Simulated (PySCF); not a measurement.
C2H8O3Si2

The calculation's input:

```
{"job": {"kind": "nmr", "xc": "PBE0", "basis": "pcSseg-1"}, "charge": 0, "multiplicity": 1}
C     -3.074975     0.460023     0.001780
C     -1.967937    -0.552575     0.101513
O     -2.126564    -1.733522     0.256829
O     -0.766073    -0.003003    -0.000221
Si     0.622145    -0.898522     0.074709
O      1.728184     0.253179    -0.100680
Si     3.250337     0.805370    -0.211436
H     -4.038546    -0.032064     0.091392
H     -2.956839     1.197926     0.791987
H     -3.003527     0.975441    -0.953346
H      0.679892    -1.810901    -1.055724
H      0.746782    -1.503026     1.390930
H      3.874718     0.151240    -1.359614
H      3.937391     0.453806     1.029661
H      3.090597     2.244616    -0.389070
```

Launched as:

```sh
OMP_NUM_THREADS=1 python probes_run.py task.json out
```

Geometry: GFN2-xTB.

All numbers below come from PBE0/pcSseg-1, SCF density, gas phase, non-relativistic in PySCF 2.14.0.

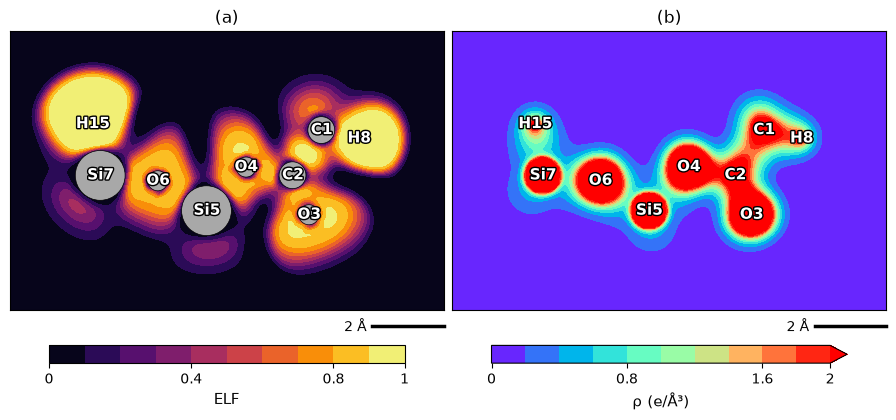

Figure 1. (a) electron localisation function; (b) total electron density on the plane of atoms C1, C2 and O4. Grey discs cover the atomic cores in the ELF map.

**Interpret the plot.**

- Atoms in the plane: C, O, Si and H.
- C–O (1.20 Å): the density is about 3.4 e/Å³ at the midpoint; the ELF peaks at about 0.85 between the atoms; a short, multiple covalent bond.
- C–C (1.50 Å): ρ at the midpoint is about 1.8 e/Å³; the ELF peaks at about 0.95 between the atoms, as expected for a shared electron pair.
- Si–O (1.61 Å): ρ is about 1.2 e/Å³ halfway; the ELF peaks at about 0.85 between the atoms: a short, strongly polar bond.
- C–H (1.09 Å): the density is about 2 e/Å³ at the midpoint; the ELF climbs to about 1 towards the hydrogen, as it does in any bond to H: an ordinary covalent bond to hydrogen.
- C–O (1.33 Å): the density is about 2.5 e/Å³ at the midpoint; the ELF peaks at about 0.85 between the atoms, as expected for a shared but strongly polarised pair.
- The ELF also peaks beside O3, O6 and O4, away from the bonds: lone-pair regions.

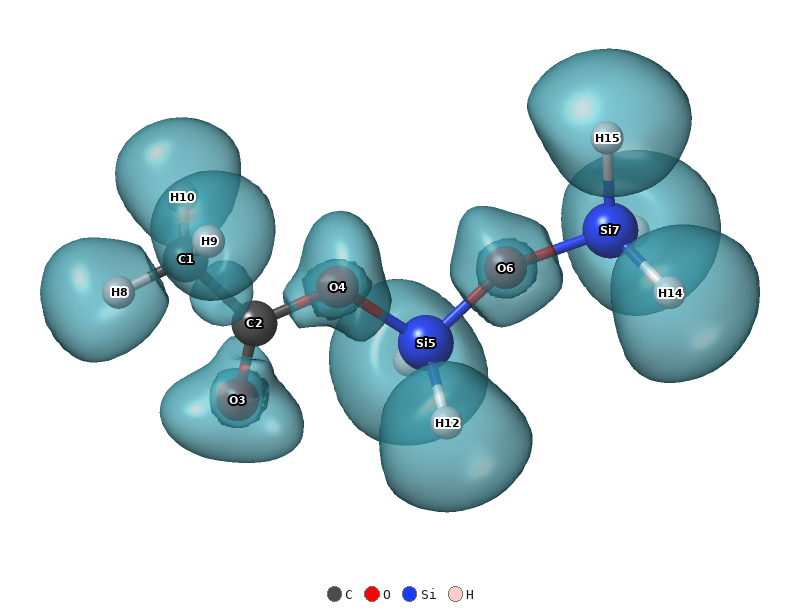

Figure 2. Isosurface of the ELF at 0.75 (cyan), seen at a tilt. Only the valence region is drawn (cores and ρ < 0.01 e/Å³ removed).

**What do the ELF domains correspond to?**

At this value the surface marks out one region between bonded C–C atoms (shared pairs), eight regions around hydrogen nuclei and three regions on O in which the atom's valence shell and bonds are merged.

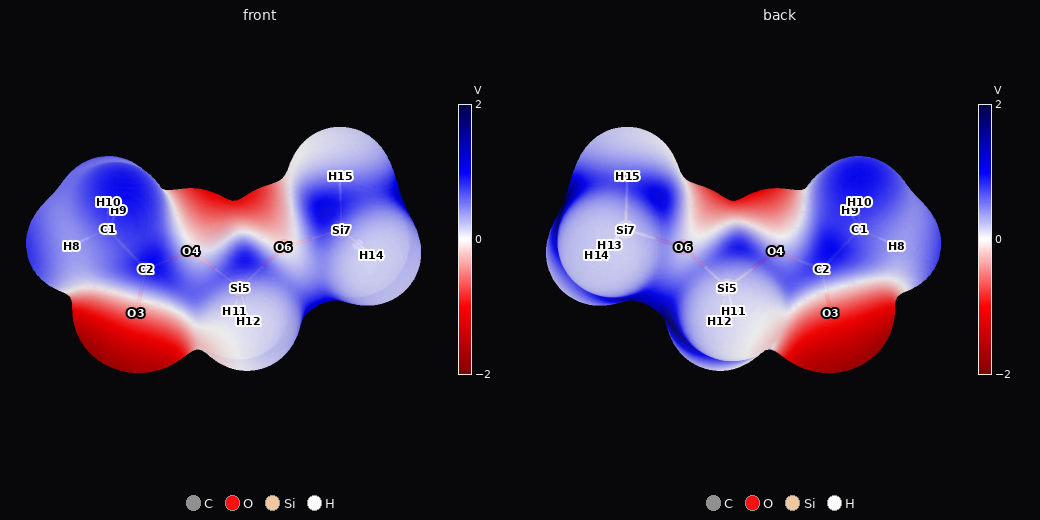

Figure 3. The electrostatic potential painted on the density surface at 0.002 e/bohr³, seen from the front and from behind; the colour scale runs from red (negative) to blue (positive).

**Describe the electrostatic potential map.**

The most negative region (about −1.7 V) lies over O3, the most positive (about +1.9 V) over Si5 and Si7. O3 is the likeliest acceptor of a hydrogen bond.

**What dipole moment does the calculation give?**

Its dipole moment is 2.05 D.
